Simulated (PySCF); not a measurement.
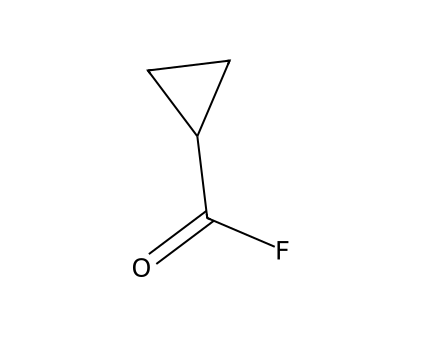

A structural formula.

Write the SMILES.

O=C(F)C1CC1

Give the formula, hydrogens included.

C4H5FO.

More results for the same structure follow; atom numbers are the same in all pictures, views and colours differ. The computed structure is the end point of a PBE0-D3(BJ)/def2-SVP optimisation. No frequency run is at hand to confirm it as a minimum.

## Shape

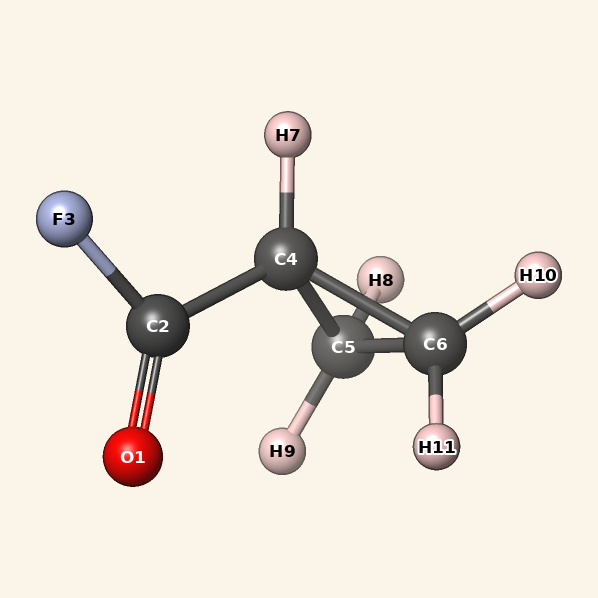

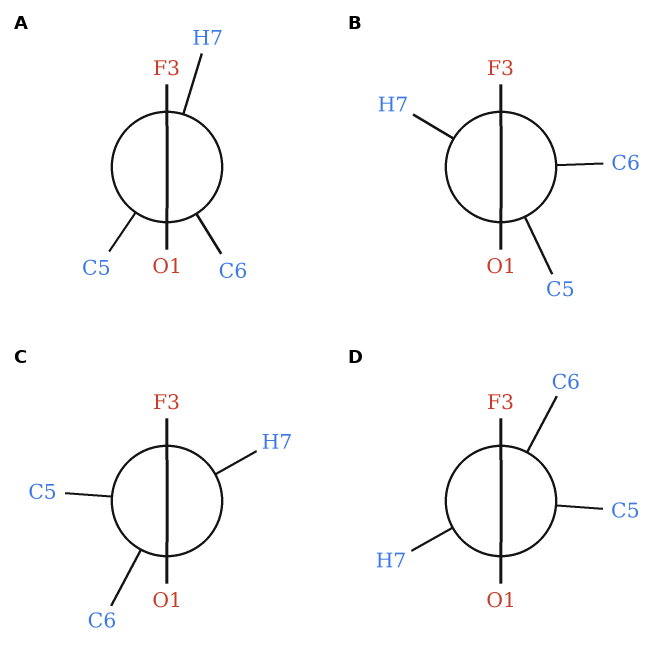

Distant atoms are faded towards the background colour. Bonds that would overlap in a projection are set slightly apart. No frequency run is at hand to confirm it as a minimum.

Which Newman projection shows the view along C2–C4, with C2 in front?

A. The torsion angle F3–C2–C4–C5 is −145°, anticlinal.

## Quadrupole coupling

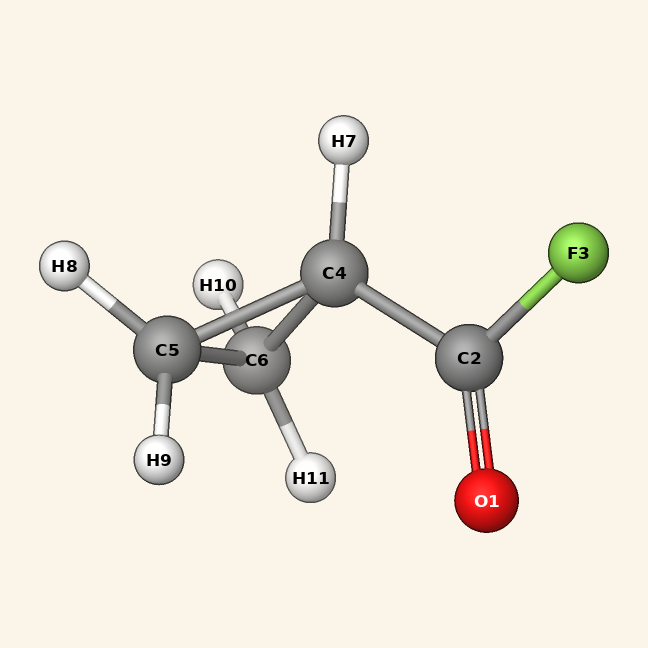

No frequency run is at hand to confirm it as a minimum. Electric field gradients from the ground-state density, HF/pcJ-1 (PySCF 2.14.0), non-relativistic apart from any core potentials.

Give the largest field-gradient component, the quadrupole coupling constant and the asymmetry for 17O at O1 (Q = −25.6 mb), 2H at H7 (Q = 2.86 mb), 2H at H8 (Q = 2.86 mb).

```
atom  V_zz (a.u.)  e²qQ/h (MHz)     η
  O1       −1.650          9.92  0.28
  H7        0.296         0.199  0.13
  H8        0.299         0.201  0.08
```

## Ring current

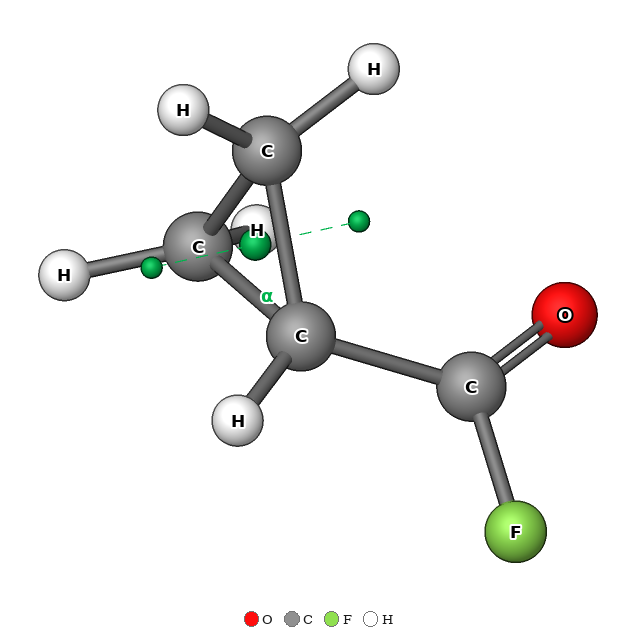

The small points mark where nucleus-independent chemical shifts (NICS) were computed: at the centre of each lettered ring and 1 Å above and below it. No frequency run is at hand to confirm it as a minimum. Level of theory: GIAO PBE0/cc-pVDZ NMR shielding, non-relativistic, gas phase (PySCF 2.14.0).

Give NICS(0), NICS(1) and the out-of-plane component NICS(1)zz for each ring (means of the two sides).

```tsv
ring	members	NICS(0)	NICS(1)	NICS(1)zz
α	C3	−44.8	−8.4	−24.2
```

Values in ppm.

## NMR shielding

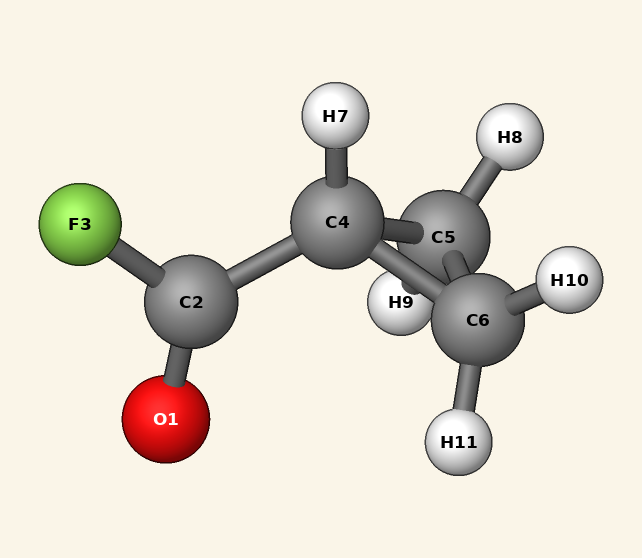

No frequency run is at hand to confirm it as a minimum. Level of theory: GIAO PBE0/cc-pVTZ NMR shielding, non-relativistic, gas phase (PySCF 2.14.0). Principal shieldings σ11 ≤ σ22 ≤ σ33, span Ω = σ33 − σ11, skew κ = 3(σiso − σ22)/Ω.

Give the shielding tensors of the O atoms.

```json
{"atom": "O1", "σ11": "−318.0", "σ22": "−142.3", "σ33": "288.9", "σiso": "−57.2", "Ω": "606.9", "κ": "0.42"}
```

Shieldings and span in ppm.

## Electronic properties

No frequency run is at hand to confirm it as a minimum. Method: PBE0/cc-pVTZ, gas phase (PySCF 2.14.0).

What is the HOMO energy (Kohn–Sham orbital)?

−8.82 eV.

What is the LUMO energy (Kohn–Sham orbital)?

−0.29 eV.

Estimate the dipole moment.

3.23 D.
